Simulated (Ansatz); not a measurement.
The calculation's input:

```
crystal:
  periodic: [false, false, false]
  atoms:
    - { symbol: B, position_ang: [0.0, 0.0, -0.078067] }
    - { symbol: H, position_ang: [0.0, 0.0, 1.119626] }
    - { symbol: F, position_ang: [1.128897, 0.0, -0.74674] }
    - { symbol: F, position_ang: [-1.128897, 0.0, -0.74674] }
    - { symbol: F, position_ang: [0.0, 0.0, 3.231921] }
magnetization:
  spin_polarized: true
  initial_magnetization: 1
basis:
  gaussian: { orbitals: def2-SVP }
hamiltonian:
  xc: b3lyp
relax:
  f_tol: 0.03
  max_steps: 50
output:
  orbitals: {}
```

Run with:

```sh
ansatz run input.yaml --threads 1 --pin off --max-ram 2048MiB --backend cpu --events-out ev --progress --plain --runs-dir out
```

The fields are those of the run's last geometry, not of the input's.

Computed with Ansatz 0.2.0, UKS B3LYP/def2-SVP.

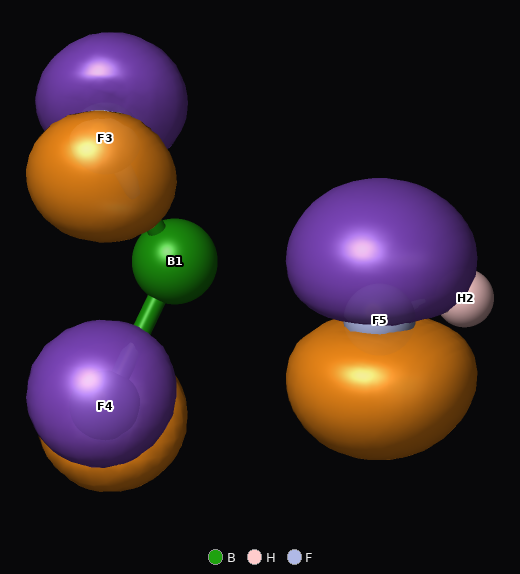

BF2···HF (doublet). The HOMO−1 (β) at ±0.15 Å⁻³ᐟ² (orange and purple are the two phases), seen at a tilt.

Question: Where does this orbital lie, and at what energy?

Answer: It lies mainly on F5 (about 55 %), F3 (about 20 %) and F4 (about 20 %); largely a combination of lone pairs on F5, F3 and F4. Its energy is −11.67 eV.
